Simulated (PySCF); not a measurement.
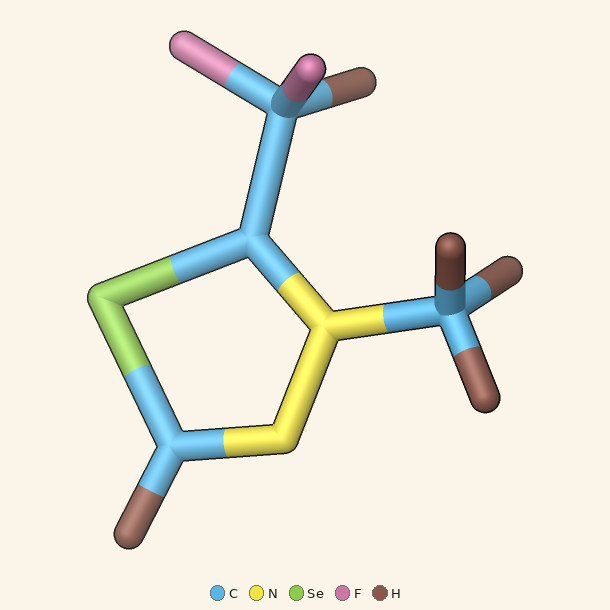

Every bond is drawn as one stick, whatever its order.

The species has charge +1 and is a spin singlet. The geometry was computed by an optimisation with GFN2-xTB. No frequency run is at hand to confirm it as a minimum.

Give the formula.

Answer. C4H5F2N2Se(+), 14 atoms: 4 carbon, 5 hydrogen, 2 fluorine, 2 nitrogen and 1 selenium.

Does it have rings?

Answer. Independent rings (smallest set): 1 of 5 members, 1 of them aromatic.

Count the bonded pairs by element.

Answer. 5 C–H, 3 C–N, 2 C–Se, 2 C–F, 1 N–N, 1 C–C.

More results for the same structure follow; atom numbers are the same in all pictures, views and colours differ.

Shape

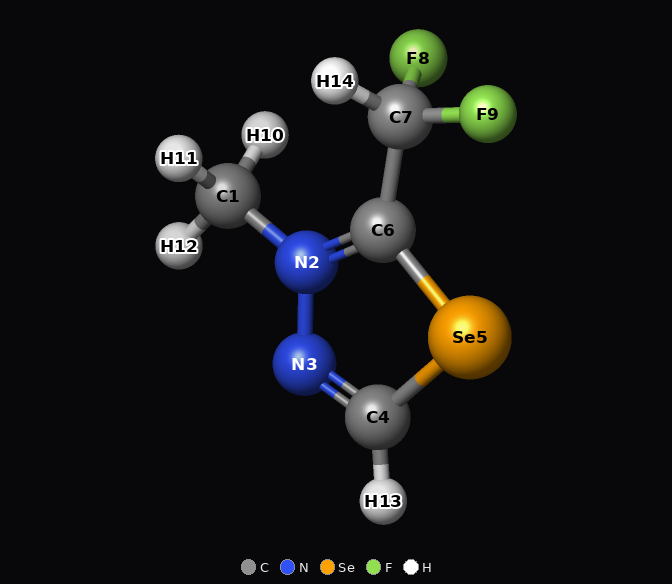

Numbered structure. No frequency run is at hand to confirm it as a minimum.

What are the angles C1–N2–N3, C1–N2–C6, N2–C1–H10, N2–C1–H11, N2–C6–Se5, N2–C6–C7, N3–C4–Se5, Se5–C6–C7, C6–C7–F8, C6–C7–H14, F8–C7–F9, F9–C7–H14?

| angle | degrees |
| --- | --- |
| C1–N2–N3 | 118.1 |
| C1–N2–C6 | 125.8 |
| N2–C1–H10 | 110.7 |
| N2–C1–H11 | 110.8 |
| N2–C6–Se5 | 112.9 |
| N2–C6–C7 | 124.0 |
| N3–C4–Se5 | 114.6 |
| Se5–C6–C7 | 123.0 |
| C6–C7–F8 | 110.0 |
| C6–C7–H14 | 114.3 |
| F8–C7–F9 | 108.2 |
| F9–C7–H14 | 108.8 |

Quadrupole coupling

No frequency run is at hand to confirm it as a minimum. Electric field gradients from the ground-state density, B3LYP/pcJ-1 (pcSseg-1 on Se) (PySCF 2.14.0), non-relativistic apart from any core potentials.

Give the largest field-gradient component, the quadrupole coupling constant and the asymmetry for 14N at N2 (Q = 20.44 mb), 14N at N3 (Q = 20.44 mb), 2H at H10 (Q = 2.86 mb), 2H at H11 (Q = 2.86 mb).

```json
{"atom": "N2", "V_zz (a.u.)": "0.417", "e²qQ/h (MHz)": "2.00", "η": "0.98"}
{"atom": "N3", "V_zz (a.u.)": "−1.162", "e²qQ/h (MHz)": "−5.58", "η": "0.35"}
{"atom": "H10", "V_zz (a.u.)": "0.278", "e²qQ/h (MHz)": "0.187", "η": "0.11"}
{"atom": "H11", "V_zz (a.u.)": "0.283", "e²qQ/h (MHz)": "0.190", "η": "0.11"}
```

Spin–spin coupling

No frequency run is at hand to confirm it as a minimum. Level of theory: B3LYP/pcJ-1 (pcSseg-1 on Se) indirect spin-spin coupling, non-relativistic, gas phase (PySCF 2.14.0). Isotopes: 13C, 19F, 1H, 15N.

Give the spin–spin coupling constants of these pairs, with the number of bonds between them: C7/F8, C7/F9, C6/F9, C6/F8, F8/F9, F9/H14, N2/F8.

```
   pair  bonds apart  J (Hz)
 C7, F8            1  −319.0
 C7, F9            1  −306.2
 C6, F9            2    40.8
 C6, F8            2    17.7
 F8, F9            2   322.0
F9, H14            2    56.6
 N2, F8            3    −0.6
```

Density functionals are unreliable for couplings to fluorine, so those rows may be far off.

Electronic properties

No frequency run is at hand to confirm it as a minimum. Method: B3LYP/pcJ-1 (pcSseg-1 on Se), gas phase (PySCF 2.14.0).

What is the HOMO energy (Kohn–Sham orbital)?

Answer. −13.69 eV.

Give the LUMO energy (Kohn–Sham orbital) at this level.

Answer. −7.74 eV.

The geometry is semi-empirical. Around Se such bond lengths and angles can be off by a tenth of an ångström or more and by several degrees, and values that hang on the shape move with them.
